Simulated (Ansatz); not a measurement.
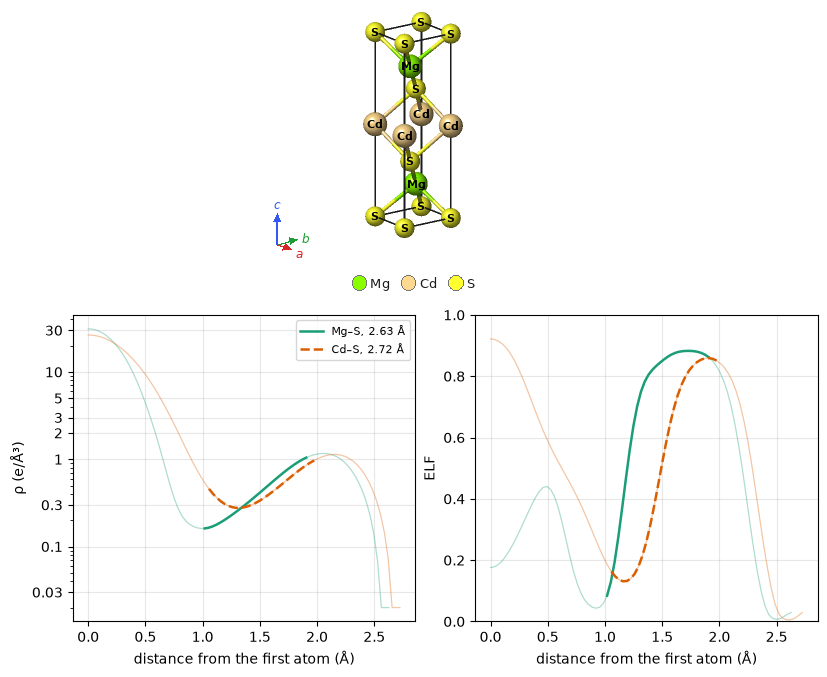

*Mg2CdS3. Valence pseudo-density and electron localisation function along straight lines between neighbouring atoms. Thin, pale parts lie inside the atomic spheres. The structure is drawn too.*

Space group P-3m1; a structure generated by program, which may or may not match a known phase.

The calculation used DFT PBE, scalar-relativistic, plane waves, PAW (Ansatz 0.2.0).

In a PAW calculation such maps are meaningful between the atoms, not at the nuclei.

The calculation's input:

```
crystal:
  lattice:
    - [3.7690887118, 0.0, 0.0]
    - [-1.8845443559, 3.2641265736, 0.0]
    - [0.0, 0.0, 9.2267705405]
  atoms:
    - { symbol: Mg, position: [0.6666666667, 0.3333333333, 0.8381162657] }
    - { symbol: Mg, position: [0.3333333333, 0.6666666667, 0.1618837343] }
    - { symbol: Cd, position: [0.0, 0.0, 0.5] }
    - { symbol: S, position: [0.3333333333, 0.6666666667, 0.6783877692] }
    - { symbol: S, position: [0.6666666667, 0.3333333333, 0.3216122308] }
    - { symbol: S, position: [0.0, 0.0, 0.0] }
basis:
  ecutwfc: 420
kpoints:
  mp_grid: { grid: [12, 12, 4] }
hamiltonian:
  xc: pbe
scf:
  occupations: { method: gaussian, width: 0.02 }
output:
  forces: true
  stress: true
  eigenvalues: true
  write_density: true
  write_potential: true
  elf: true
  volumetric_format: npy
relax:
  adjacent_minimum: "off"
  f_tol: 0.01
  max_steps: 80
  cell: { stress_tol: 0.05 }
```

Launched as:

```sh
ansatz run input.yaml --threads 1 --pin off --max-ram 2560MiB --backend cpu --events-out ev --progress --plain --runs-dir out
```

Below, planes, directions and counts refer to the conventional cell (a = 3.76 Å, b = 3.76 Å, c = 9.23 Å, α = 90.00°, β = 90.00°, γ = 120.00°).

The fields are those of the run's last geometry, not of the input's.

Compare the contacts.

Mg–S (2.63 Å): ρ is about 0.26 e/Å³ halfway; the ELF peaks at about 0.90 in the valence shell of S, 0.9 Å from its nucleus, and falls to about 0.05 next to Mg: a closed-shell, largely ionic contact.
Cd–S (2.72 Å): ρ at the midpoint is about 0.28 e/Å³; the ELF peaks at about 0.85 in the valence shell of S, 0.8 Å from its nucleus, and drops to about 0.15 between the two atoms.
